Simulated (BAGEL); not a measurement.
# RI-MP2/cc-pVDZ (density fitting with qzvpp-jkfit) run of B4H4S (closo-2-SB4 (no H on S))

Aim: the energy change on altering one bond length of B4H4S (closo-2-SB4 (no H on S)) at RI-MP2/cc-pVDZ (density fitting with qzvpp-jkfit), from 2 runs. 

The calculation is run with BAGEL 1.2.2.

### Step 1. The system as given

B4H4S: 9 atoms, total charge 0, spin state singlet. The shape is that of a GFN2-xTB optimisation.

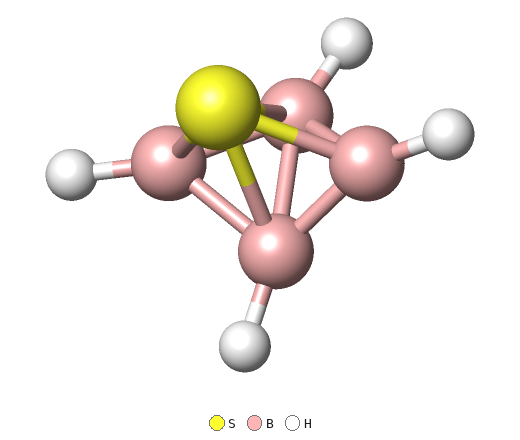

Viewed from a chosen angle; sulfur yellow, boron pink, hydrogen white.

### Step 2. A single-point energy at RI-MP2/cc-pVDZ (density fitting with qzvpp-jkfit)

input.json

```json
{ "bagel" : [

{
  "title" : "molecule",
  "basis" : "cc-pvdz.json",
  "df_basis" : "qzvpp-jkfit",
  "angstrom" : true,
  "geometry" : [
    { "atom" : "S", "xyz" : [    0.170330,    0.890170,    1.087390 ] },
    { "atom" : "B", "xyz" : [    0.705950,   -0.687720,   -0.069610 ] },
    { "atom" : "B", "xyz" : [    0.848420,    0.763630,   -0.654850 ] },
    { "atom" : "B", "xyz" : [   -0.828940,   -0.662070,    0.777800 ] },
    { "atom" : "B", "xyz" : [   -0.801470,    0.182200,   -0.547960 ] },
    { "atom" : "H", "xyz" : [    1.353070,   -1.608690,    0.224670 ] },
    { "atom" : "H", "xyz" : [    1.378160,    1.650680,   -1.190670 ] },
    { "atom" : "H", "xyz" : [   -1.308740,   -1.284880,    1.636060 ] },
    { "atom" : "H", "xyz" : [   -1.516780,    0.756690,   -1.262820 ] }
  ]
},
{ "title" : "hf" },
{ "title" : "mp2", "ncore" : 9 }

]}
```

The basis set cc-pVDZ is read from a file made from the Basis Set Exchange's data (not shown).

Command:

```bash
BAGEL_NUM_THREADS=1 BAGEL input.json > input.out
```

Output:

```text
* using 1 threads per process

  ===============================================================
  ===============================================================

  *** Geometry ***

  { "atom" : "S", "xyz" : [      0.321877,      1.682178,      2.054869 ] },
  { "atom" : "B", "xyz" : [      1.334052,     -1.299602,     -0.131544 ] },
  { "atom" : "B", "xyz" : [      1.603281,      1.443052,     -1.237487 ] },
  { "atom" : "B", "xyz" : [     -1.566470,     -1.251131,      1.469829 ] },
  { "atom" : "B", "xyz" : [     -1.514559,      0.344308,     -1.035494 ] },
  { "atom" : "H", "xyz" : [      2.556932,     -3.039984,      0.424565 ] },
  { "atom" : "H", "xyz" : [      2.604345,      3.119333,     -2.250040 ] },
  { "atom" : "H", "xyz" : [     -2.473160,     -2.428071,      3.091705 ] },
  { "atom" : "H", "xyz" : [     -2.866299,      1.429937,     -2.386384 ] },

  Number of auxiliary basis functions:      500

  Since a DF basis is specified, we compute 2- and 3-index integrals:
    o Being stored without compression. Storage requirement is 0.035 GB

  Number of basis functions:       94
  Number of electrons      :       40

    * METHOD: MOLECULE                             0.28

  *** RHF ***

  === Nuclear Repulsion ===
   164.7381944425

      * DIIS with orbital gradients will be used.

  === RHF iteration (cc-pvdz.json) ===
      0       -498.28351368          0.01981539           0.09
      1       -498.43429525          0.01318090           0.09
      2       -498.51248180          0.00178515           0.09
      3       -498.51523883          0.00050010           0.09
      4       -498.51539932          0.00016615           0.09
      5       -498.51543169          0.00004350           0.09
      6       -498.51543546          0.00001254           0.09
      7       -498.51543575          0.00000318           0.09
      8       -498.51543577          0.00000155           0.09
      9       -498.51543578          0.00000064           0.09
     10       -498.51543578          0.00000026           0.09
     11       -498.51543578          0.00000012           0.09
     12       -498.51543578          0.00000004           0.09
     13       -498.51543578          0.00000001           0.09
     14       -498.51543578          0.00000000           0.09
    * SCF iteration converged.

    * Permanent dipole moment:
           (   -0.021851,    -0.123512,    -0.152381) a.u.

    * METHOD: HF                                   1.53

  *** RHF ***

  === Nuclear Repulsion ===
   164.7381944425

      * DIIS with orbital gradients will be used.

  === RHF iteration (cc-pvdz.json) ===
      0       -498.51543578          0.00000000           0.09
    * SCF iteration converged.

    * Permanent dipole moment:
           (   -0.021851,    -0.123512,    -0.152381) a.u.

  === DF-MP2 calculation ===

    * freezing 9 orbitals
    * 3-index integral transformation done
    * assembly done

      MP2 correlation energy:   -0.5079787730      0.06

      MP2 total energy:       -499.0234145536

    * METHOD: MP2                                  0.25

  ===============================================================
```

Wall time 2.2 s (1 thread of Arm Neoverse V2, shared host); peak memory 0.14 GiB.

### Step 3. The distorted shape, same level

mp2.json

```json
{ "bagel": [

{
  "title": "molecule",
  "basis": "cc-pvdz.json",
  "df_basis": "qzvpp-jkfit",
  "angstrom": "true",
  "geometry": [
    { "atom": "S", "xyz": [       0.410238,       1.201585,       0.658246 ] },
    { "atom": "B", "xyz": [       0.945858,      -0.376305,      -0.498754 ] },
    { "atom": "B", "xyz": [       1.088328,       1.075045,      -1.083994 ] },
    { "atom": "B", "xyz": [      -0.589032,      -0.350655,       0.348656 ] },
    { "atom": "B", "xyz": [      -0.561562,       0.493615,      -0.977104 ] },
    { "atom": "H", "xyz": [       1.592978,      -1.297275,      -0.204474 ] },
    { "atom": "H", "xyz": [       1.618068,       1.962095,      -1.619814 ] },
    { "atom": "H", "xyz": [      -1.308740,      -1.284880,       1.636060 ] },
    { "atom": "H", "xyz": [      -1.276872,       1.068105,      -1.691964 ] }
  ]
},

{
  "title": "hf"
},

{
  "title": "mp2",
  "ncore": 9
}

]}
```

The basis set cc-pVDZ is read from a file made from the Basis Set Exchange's data (not shown).

Command:

```bash
BAGEL_NUM_THREADS=1 BAGEL mp2.json > mp2.out
```

Output:

```text
* using 1 threads per process

  ===============================================================
  ===============================================================

  *** Geometry ***

  { "atom" : "S", "xyz" : [      0.775237,      2.270667,      1.243905 ] },
  { "atom" : "B", "xyz" : [      1.787413,     -0.711113,     -0.942508 ] },
  { "atom" : "B", "xyz" : [      2.056642,      2.031541,     -2.048452 ] },
  { "atom" : "B", "xyz" : [     -1.113109,     -0.662642,      0.658864 ] },
  { "atom" : "B", "xyz" : [     -1.061198,      0.932797,     -1.846459 ] },
  { "atom" : "H", "xyz" : [      3.010292,     -2.451494,     -0.386400 ] },
  { "atom" : "H", "xyz" : [      3.057705,      3.707822,     -3.061005 ] },
  { "atom" : "H", "xyz" : [     -2.473160,     -2.428071,      3.091705 ] },
  { "atom" : "H", "xyz" : [     -2.412938,      2.018426,     -3.197349 ] },

  Number of auxiliary basis functions:      500

  Since a DF basis is specified, we compute 2- and 3-index integrals:
    o Being stored without compression. Storage requirement is 0.035 GB

  Number of basis functions:       94
  Number of electrons      :       40

    * METHOD: MOLECULE                             0.28

  *** RHF ***

  === Nuclear Repulsion ===
   163.0175152066

      * DIIS with orbital gradients will be used.

  === RHF iteration (cc-pvdz.json) ===
      0       -498.19946243          0.01996358           0.09
      1       -498.35210939          0.01371345           0.09
      2       -498.43822743          0.00181044           0.09
      3       -498.44162514          0.00051872           0.09
      4       -498.44182734          0.00020402           0.09
      5       -498.44188099          0.00005634           0.09
      6       -498.44188825          0.00003059           0.09
      7       -498.44188922          0.00001483           0.09
      8       -498.44188966          0.00000627           0.09
      9       -498.44188975          0.00000279           0.09
     10       -498.44188976          0.00000121           0.09
     11       -498.44188976          0.00000056           0.09
     12       -498.44188976          0.00000024           0.09
     13       -498.44188976          0.00000009           0.09
     14       -498.44188976          0.00000005           0.09
     15       -498.44188976          0.00000002           0.09
     16       -498.44188976          0.00000001           0.09
    * SCF iteration converged.

    * Permanent dipole moment:
           (   -0.216501,    -0.349260,     0.074249) a.u.

    * METHOD: HF                                   1.70

  *** RHF ***

  === Nuclear Repulsion ===
   163.0175152066

      * DIIS with orbital gradients will be used.

  === RHF iteration (cc-pvdz.json) ===
      0       -498.44188976          0.00000000           0.09
    * SCF iteration converged.

    * Permanent dipole moment:
           (   -0.216501,    -0.349260,     0.074250) a.u.

  === DF-MP2 calculation ===

    * freezing 9 orbitals
    * 3-index integral transformation done
    * assembly done

      MP2 correlation energy:   -0.5141083679      0.06

      MP2 total energy:       -498.9559981311

    * METHOD: MP2                                  0.25

  ===============================================================
```

Run time: 2.4 s. Hardware: 1 thread of Arm Neoverse V2, shared host; peak memory 0.13 GiB.

### Step 4. Outcome

At RI-MP2/cc-pVDZ (density fitting with qzvpp-jkfit), 9 core orbitals frozen:

| quantity | value |
| --- | --- |
| first shape: total energy | -499.02341 Eh |
| first shape: correlation energy (9 core orbitals frozen) | -508.0 mEh |
| distorted shape: total energy | -498.95600 Eh |
| distorted shape: correlation energy (9 core orbitals frozen) | -514.1 mEh |
| energy change with the B4–H8 bond stretched from 1.164 to 1.746 Å | 1.834 eV |

**Reading.** One bond (distorted shape) is far stretched, which a spin-restricted single reference describes badly; perturbation theory on it can break down and give far too much correlation. With the B4–H8 bond stretched from 1.164 to 1.746 Å the energy rises by 1.83 eV (42 kcal/mol). The first shape isn't relaxed at this level, so the change isn't measured from a minimum. A restricted reference can't describe the breaking bond well at this length.
